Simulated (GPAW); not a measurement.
Run report: GaH$_{2}$, geometry relaxation (part 3 of 3)

GaH$_{2}$, multiplicity 2, SMILES [GaH2]; revTPSS/plane waves, UKS, scalar-relativistic datasets (GPAW 26.7.0). The atoms were displaced at random from an optimised geometry.

Geometry of the input (Å):
```
Ga -0.7483  0.3234  -0.1979
H  0.8239  1.2263  0.6017
H  -0.2610  -1.4817  -0.2478
```

**The program's output, continued**
```
Force computation time: 0.383  # s
LBFGS:    3 00:07:12       -0.617216        0.169851
        .----------------------------.
       /|                            |
      / |                            |
     /  |                            |
    /   |                            |
   /    |                            |
  /     |                            |
 *      |                            |
 |      |                            |
 |      |                            |
 |      |            H               |
 |      |         Ga                 |
 |      |        H                   |
 |      |                            |
 |      |                            |
 |      .----------------------------.
 |     /                            /
 |    /                            /
 |   /                            /
 |  /                            /
 | /                            /
 |/                            /
 *----------------------------*

Atoms  # Å, Bohr magnetons
|   | symbol |        x |        y |        z |    initial magnetic moments |
|---|--------|----------|----------|----------|-----------------------------|
| 0 |     Ga | 5.432949 | 6.382526 | 5.708714 | ( 0.0000,  0.0000,  0.2471) |
| 1 |      H | 6.626713 | 7.289169 | 6.348947 | ( 0.0000,  0.0000,  0.0413) |
| 2 |      H | 5.641293 | 4.779780 | 5.567572 | ( 0.0000,  0.0000,  0.0410) |

Unit cell  # Å
| periodic |         x |         y |         z |   lengths |    angles |
|----------|-----------|-----------|-----------|-----------|-----------|
|       no | 12.000000 |  0.000000 |  0.000000 | 12.000000 | 90.000000 |
|       no |  0.000000 | 12.000000 |  0.000000 | 12.000000 | 90.000000 |
|       no |  0.000000 |  0.000000 | 12.000000 | 12.000000 | 90.000000 |

Initialization done in: 4.891 s

convergence criteria:
- Maximum integral of absolute [eigenst]ate change: 1e-06 eV^2 / valence electron
- Maximum [total energy] change in last 3 cyles: 0.0005 eV / valence electron
- Maximum integral of absolute [dens]ity change: 0.0001 electrons / valence electron
maximum number of iterations: 60

SCF iterations
|iter     |     time |      energy | eigst |  dens |  magmom |
|---------|----------|-------------|-------|-------|---------|
|iter:   1| 00:07:18 |   -0.617612c| -3.56 |       |  +1.0018|
|iter:   2| 00:07:24 |   -0.618483c| -4.78 | -2.34 |  +1.0016|
|iter:   3| 00:07:30 |   -0.618308c| -4.74 | -2.41 |  +1.0010|
|iter:   4| 00:07:36 |   -0.618261c| -5.50 | -2.74 |  +1.0007|
|iter:   5| 00:07:43 |   -0.618268c| -6.44c| -2.87 |  +1.0005|
|iter:   6| 00:07:49 |   -0.618277c| -5.93 | -3.03 |  +1.0001|
|iter:   7| 00:07:54 |   -0.618281c| -6.20c| -3.36 |  +1.0000|
|iter:   8| 00:08:00 |   -0.618281c| -6.56c| -3.79 |  +1.0000|
|iter:   9| 00:08:06 |   -0.618278c| -6.90c| -4.00c|  +1.0000|

Converged in 9 steps
SCF loop duration: 48.582 s (5.398 s/step)
Energy contributions relative to reference atoms: (reference = -52909.651853)

Energy contributions:
  Kinetic:           9.301771
  Coulomb:          -9.081504
  Zero:              0.030134
  External:          0.000000
  Xc:               -0.868679
  Entropy:           0.000000
  Spinorbit:         0.000000
  ----------------------------
  Free energy:      -0.618278
  Extrapolated:     -0.618278

dipole moment: (-0.071068, 0.030887, -0.026071)  # |e|*Ang

Total magnetic moment: (0.000000, 0.000000, 0.999978)

Local magnetic moments
|        x |        y |        z |
|----------|----------|----------|
| 0.000000 | 0.000000 | 0.246380 |  # Ga   0
| 0.000000 | 0.000000 | 0.041823 |  # H    1
| 0.000000 | 0.000000 | 0.041621 |  # H    2

Fermi levels: -2.910, -4.017
Eigenvalues  # (at kpt = [0.000, 0.000, 0.000])
| band index |      eig [eV] | occ [0-1] |      eig [eV] | occ [0-1] |
|------------|---------------|-----------|---------------|-----------|
|          0 |       -11.132 |     1.000 |       -10.582 |     1.000 |
|          1 |        -7.726 |     1.000 |        -7.197 |     1.000 |
|          2 |        -4.743 |     1.000 |        -3.292 |     0.000 |
|          3 |        -2.528 |     0.000 |        -2.080 |     0.000 |
|          4 |        -0.365 |     0.000 |        -0.209 |     0.000 |
|          5 |         0.381 |     0.000 |         0.559 |     0.000 |

Gap: 0.764 eV
Transition (v -> c):
  (s=1, k=0, n=2, [0.00, 0.00, 0.00]) -> (s=0, k=0, n=3, [0.00, 0.00, 0.00])
No difference between direct/indirect transitions
vacuum-level: 0.142  # V

Forces  # eV/Ang
|        x |        y |        z |
|----------|----------|----------|
|  0.00692 |  0.08438 |  0.01400 |  # Ga   0
| -0.01626 | -0.02552 | -0.01420 |  # H    1
|  0.02003 | -0.06477 | -0.00743 |  # H    2

Force computation time: 0.396  # s
LBFGS:    4 00:08:06       -0.618278        0.085809
        .----------------------------.
       /|                            |
      / |                            |
     /  |                            |
    /   |                            |
   /    |                            |
  /     |                            |
 *      |                            |
 |      |                            |
 |      |                            |
 |      |            H               |
 |      |         Ga                 |
 |      |        H                   |
 |      |                            |
 |      |                            |
 |      .----------------------------.
 |     /                            /
 |    /                            /
 |   /                            /
 |  /                            /
 | /                            /
 |/                            /
 *----------------------------*

Atoms  # Å, Bohr magnetons
|   | symbol |        x |        y |        z |    initial magnetic moments |
|---|--------|----------|----------|----------|-----------------------------|
| 0 |     Ga | 5.432295 | 6.385064 | 5.708775 | ( 0.0000,  0.0000,  0.2464) |
| 1 |      H | 6.626883 | 7.288764 | 6.348869 | ( 0.0000,  0.0000,  0.0418) |
| 2 |      H | 5.642023 | 4.777514 | 5.567412 | ( 0.0000,  0.0000,  0.0416) |

Unit cell  # Å
| periodic |         x |         y |         z |   lengths |    angles |
|----------|-----------|-----------|-----------|-----------|-----------|
|       no | 12.000000 |  0.000000 |  0.000000 | 12.000000 | 90.000000 |
|       no |  0.000000 | 12.000000 |  0.000000 | 12.000000 | 90.000000 |
|       no |  0.000000 |  0.000000 | 12.000000 | 12.000000 | 90.000000 |

Initialization done in: 4.894 s

convergence criteria:
- Maximum integral of absolute [eigenst]ate change: 1e-06 eV^2 / valence electron
- Maximum [total energy] change in last 3 cyles: 0.0005 eV / valence electron
- Maximum integral of absolute [dens]ity change: 0.0001 electrons / valence electron
maximum number of iterations: 60

SCF iterations
|iter     |     time |      energy | eigst |  dens |  magmom |
|---------|----------|-------------|-------|-------|---------|
|iter:   1| 00:08:12 |   -0.618356c| -4.26 |       |  +1.0006|
|iter:   2| 00:08:18 |   -0.618542c| -5.45 | -2.60 |  +1.0005|
|iter:   3| 00:08:24 |   -0.618507c| -5.21 | -2.71 |  +1.0003|
|iter:   4| 00:08:31 |   -0.618496c| -6.13c| -3.05 |  +1.0003|
|iter:   5| 00:08:36 |   -0.618498c| -6.43c| -3.14 |  +1.0002|
|iter:   6| 00:08:42 |   -0.618501c| -6.44c| -3.36 |  +1.0000|
|iter:   7| 00:08:48 |   -0.618499c| -6.93c| -3.71 |  +1.0000|
|iter:   8| 00:08:53 |   -0.618503c| -6.63c| -3.91 |  +1.0000|
|iter:   9| 00:08:59 |   -0.618502c| -7.45c| -4.38c|  +1.0000|

Converged in 9 steps
SCF loop duration: 47.703 s (5.300 s/step)
Energy contributions relative to reference atoms: (reference = -52909.651853)

Energy contributions:
  Kinetic:           9.169523
  Coulomb:          -8.971458
  Zero:              0.030013
  External:          0.000000
  Xc:               -0.846581
  Entropy:           0.000000
  Spinorbit:         0.000000
  ----------------------------
  Free energy:      -0.618502
  Extrapolated:     -0.618502

dipole moment: (-0.071198, 0.034757, -0.025400)  # |e|*Ang

Total magnetic moment: (0.000000, 0.000000, 0.999992)

Local magnetic moments
|        x |        y |        z |
|----------|----------|----------|
| 0.000000 | 0.000000 | 0.246092 |  # Ga   0
| 0.000000 | 0.000000 | 0.041942 |  # H    1
| 0.000000 | 0.000000 | 0.041910 |  # H    2

Fermi levels: -2.914, -4.024
Eigenvalues  # (at kpt = [0.000, 0.000, 0.000])
| band index |      eig [eV] | occ [0-1] |      eig [eV] | occ [0-1] |
|------------|---------------|-----------|---------------|-----------|
|          0 |       -11.127 |     1.000 |       -10.576 |     1.000 |
|          1 |        -7.720 |     1.000 |        -7.189 |     1.000 |
|          2 |        -4.750 |     1.000 |        -3.298 |     0.000 |
|          3 |        -2.529 |     0.000 |        -2.081 |     0.000 |
|          4 |        -0.366 |     0.000 |        -0.210 |     0.000 |
|          5 |         0.379 |     0.000 |         0.557 |     0.000 |

Gap: 0.770 eV
Transition (v -> c):
  (s=1, k=0, n=2, [0.00, 0.00, 0.00]) -> (s=0, k=0, n=3, [0.00, 0.00, 0.00])
No difference between direct/indirect transitions
vacuum-level: 0.142  # V

Forces  # eV/Ang
|        x |        y |        z |
|----------|----------|----------|
|  0.00659 |  0.01503 |  0.00387 |  # Ga   0
| -0.00593 | -0.01442 | -0.00818 |  # H    1
|  0.01037 | -0.00651 | -0.00330 |  # H    2

Force computation time: 0.385  # s
LBFGS:    5 00:08:59       -0.618502        0.017604
        .----------------------------.
       /|                            |
      / |                            |
     /  |                            |
    /   |                            |
   /    |                            |
  /     |                            |
 *      |                            |
 |      |                            |
 |      |                            |
 |      |            H               |
 |      |         Ga                 |
 |      |        H                   |
 |      |                            |
 |      |                            |
 |      .----------------------------.
 |     /                            /
 |    /                            /
 |   /                            /
 |  /                            /
 | /                            /
 |/                            /
 *----------------------------*

Atoms  # Å, Bohr magnetons
|   | symbol |        x |        y |        z |    initial magnetic moments |
|---|--------|----------|----------|----------|-----------------------------|
| 0 |     Ga | 5.432493 | 6.385569 | 5.708911 | ( 0.0000,  0.0000,  0.2461) |
| 1 |      H | 6.626686 | 7.288437 | 6.348670 | ( 0.0000,  0.0000,  0.0419) |
| 2 |      H | 5.642231 | 4.777227 | 5.567330 | ( 0.0000,  0.0000,  0.0419) |

Unit cell  # Å
| periodic |         x |         y |         z |   lengths |    angles |
|----------|-----------|-----------|-----------|-----------|-----------|
|       no | 12.000000 |  0.000000 |  0.000000 | 12.000000 | 90.000000 |
|       no |  0.000000 | 12.000000 |  0.000000 | 12.000000 | 90.000000 |
|       no |  0.000000 |  0.000000 | 12.000000 | 12.000000 | 90.000000 |

Initialization done in: 4.900 s

convergence criteria:
- Maximum integral of absolute [eigenst]ate change: 1e-06 eV^2 / valence electron
- Maximum [total energy] change in last 3 cyles: 0.0005 eV / valence electron
- Maximum integral of absolute [dens]ity change: 0.0001 electrons / valence electron
maximum number of iterations: 60

SCF iterations
```

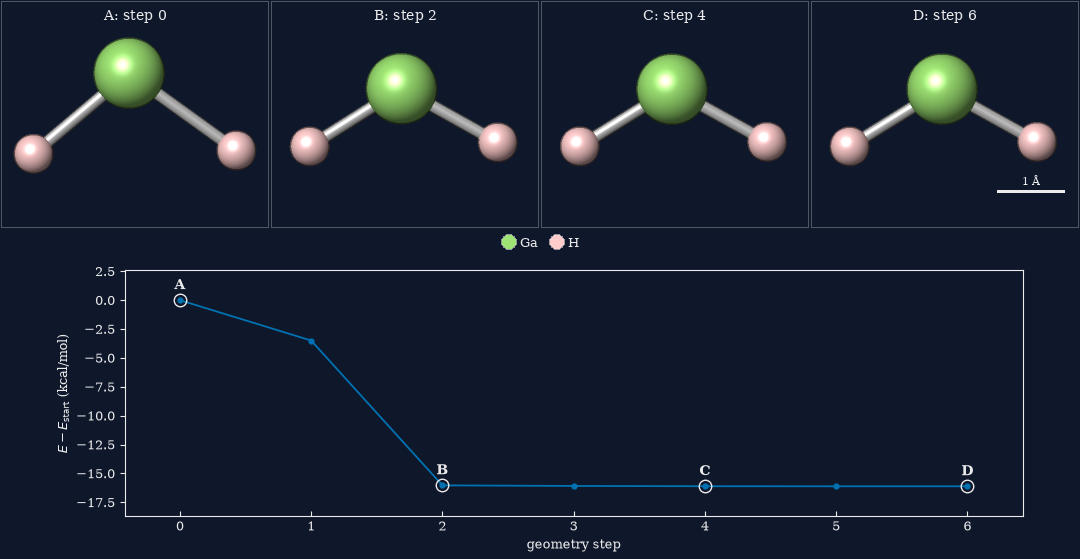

**Figure 1.** Frames of the relaxation (ball-and-stick view, seen at a tilt) above the curves, on which the letters mark them (steps are counted from 0).

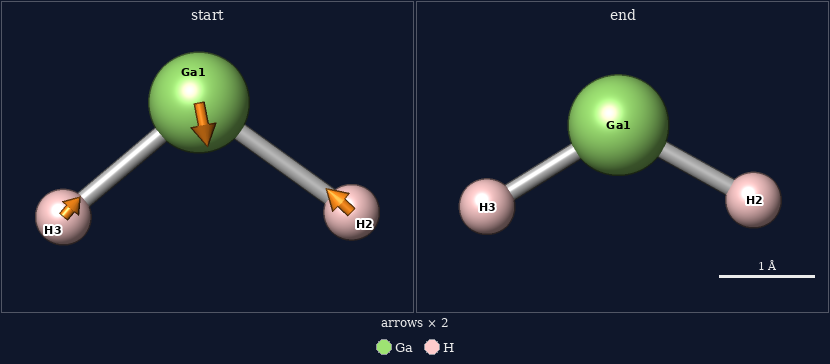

**Figure 2.** Before (left) and after (right) the relaxation, at one scale (ball-and-stick view, seen at a tilt). The orange arrows give the displacements, magnified 2 times. The largest move after the best rigid fit is that of Ga1, 0.24 Å. Largest moves by element: Ga 0.24 Å, H 0.19 Å. Distances before and after: Ga1–H2 1.982 → 1.628 Å, Ga1–H3 1.870 → 1.628 Å. Among the angles that change: H2–Ga1–H3 104.1° → 119.2°. The energy falls by 16.1 kcal/mol in 6 geometry steps. Largest force component: 2.1 eV/Å at the start, 0.0088 eV/Å at the end. (Atoms are counted from 1 in the order of the input.)

```
|iter     |     time |      energy | eigst |  dens |  magmom |
|---------|----------|-------------|-------|-------|---------|
|iter:   1| 00:09:05 |   -0.618510c| -5.45 |       |  +1.0000|
|iter:   2| 00:09:11 |   -0.618518c| -6.60c| -3.24 |  +1.0000|
|iter:   3| 00:09:17 |   -0.618516c| -6.37c| -3.34 |  +1.0000|
|iter:   4| 00:09:23 |   -0.618514c| -6.56c| -3.70 |  +1.0000|
|iter:   5| 00:09:29 |   -0.618515c| -7.01c| -3.76 |  +1.0000|
|iter:   6| 00:09:34 |   -0.618515c| -6.35c| -3.90 |  +1.0000|
|iter:   7| 00:09:39 |   -0.618515c| -6.96c| -4.49c|  +1.0000|

Converged in 7 steps
SCF loop duration: 35.250 s (5.036 s/step)
Energy contributions relative to reference atoms: (reference = -52909.651853)

Energy contributions:
  Kinetic:           9.173663
  Coulomb:          -8.975030
  Zero:              0.030004
  External:          0.000000
  Xc:               -0.847152
  Entropy:           0.000000
  Spinorbit:         0.000000
  ----------------------------
  Free energy:      -0.618515
  Extrapolated:     -0.618515

dipole moment: (-0.070778, 0.035678, -0.025004)  # |e|*Ang

Total magnetic moment: (0.000000, 0.000000, 1.000001)

Local magnetic moments
|        x |        y |        z |
|----------|----------|----------|
| 0.000000 | 0.000000 | 0.246081 |  # Ga   0
| 0.000000 | 0.000000 | 0.041918 |  # H    1
| 0.000000 | 0.000000 | 0.041949 |  # H    2

Fermi levels: -2.914, -4.025
Eigenvalues  # (at kpt = [0.000, 0.000, 0.000])
| band index |      eig [eV] | occ [0-1] |      eig [eV] | occ [0-1] |
|------------|---------------|-----------|---------------|-----------|
|          0 |       -11.127 |     1.000 |       -10.576 |     1.000 |
|          1 |        -7.720 |     1.000 |        -7.189 |     1.000 |
|          2 |        -4.751 |     1.000 |        -3.299 |     0.000 |
|          3 |        -2.529 |     0.000 |        -2.081 |     0.000 |
|          4 |        -0.366 |     0.000 |        -0.210 |     0.000 |
|          5 |         0.378 |     0.000 |         0.558 |     0.000 |

Gap: 0.770 eV
Transition (v -> c):
  (s=1, k=0, n=2, [0.00, 0.00, 0.00]) -> (s=0, k=0, n=3, [0.00, 0.00, 0.00])
No difference between direct/indirect transitions
vacuum-level: 0.142  # V

Forces  # eV/Ang
|       x |        y |        z |
|---------|----------|----------|
| 0.00053 | -0.00134 | -0.00093 |  # Ga   0
| 0.00195 | -0.00848 | -0.00385 |  # H    1
| 0.00884 |  0.00340 | -0.00252 |  # H    2

Force computation time: 0.386  # s
LBFGS:    6 00:09:40       -0.618515        0.009804
Converged: True
Final energy            -0.61852 eV
r(H1-Ga0)               1.6281 Ang
r(H2-Ga0) = 1.6281 Ang
```

**Trajectory as extended XYZ (Å, eV, eV/Å), 7 frames, from step=0 to step=6**
```
3
Properties=species:S:1:pos:R:3:forces:R:3 step=0 energy=0.08013
Ga    5.2139    6.4511    5.6251    2.1099  -0.7875   0.7872
H     6.7861    7.3540    6.4248   -1.4862  -0.5500  -0.6989
H     5.7012    4.6460    5.5752   -0.6243   1.3451  -0.0839
3
Properties=species:S:1:pos:R:3:forces:R:3 step=1 energy=-0.07133
Ga    5.2440    6.4398    5.6364    1.9801  -0.6641   0.7494
H     6.7649    7.3461    6.4148   -1.4387  -0.5818  -0.6821
H     5.6922    4.6652    5.5740   -0.5468   1.2504  -0.0644
3
Properties=species:S:1:pos:R:3:forces:R:3 step=2 energy=-0.61497
Ga    5.4225    6.3798    5.7039    0.1994   0.2185   0.1154
H     6.6353    7.2939    6.3534   -0.1978  -0.1466  -0.1112
H     5.6429    4.7779    5.5682    0.0099  -0.0769  -0.0139
3
Properties=species:S:1:pos:R:3:forces:R:3 step=3 energy=-0.61722
Ga    5.4374    6.3791    5.7101   -0.0588   0.1593  -0.0033
H     6.6237    7.2882    6.3476    0.0280  -0.0022   0.0088
H     5.6397    4.7842    5.5676    0.0399  -0.1615  -0.0126
3
Properties=species:S:1:pos:R:3:forces:R:3 step=4 energy=-0.61828
Ga    5.4329    6.3825    5.7087    0.0069   0.0844   0.0140
H     6.6267    7.2892    6.3489   -0.0163  -0.0255  -0.0142
H     5.6413    4.7798    5.5676    0.0200  -0.0648  -0.0074
3
Properties=species:S:1:pos:R:3:forces:R:3 step=5 energy=-0.61850
Ga    5.4323    6.3851    5.7088    0.0066   0.0150   0.0039
H     6.6269    7.2888    6.3489   -0.0059  -0.0144  -0.0082
H     5.6420    4.7775    5.5674    0.0104  -0.0065  -0.0033
3
Properties=species:S:1:pos:R:3:forces:R:3 step=6 energy=-0.61852
Ga    5.4325    6.3856    5.7089    0.0005  -0.0013  -0.0009
H     6.6267    7.2884    6.3487    0.0020  -0.0085  -0.0038
H     5.6422    4.7772    5.5673    0.0088   0.0034  -0.0025
```
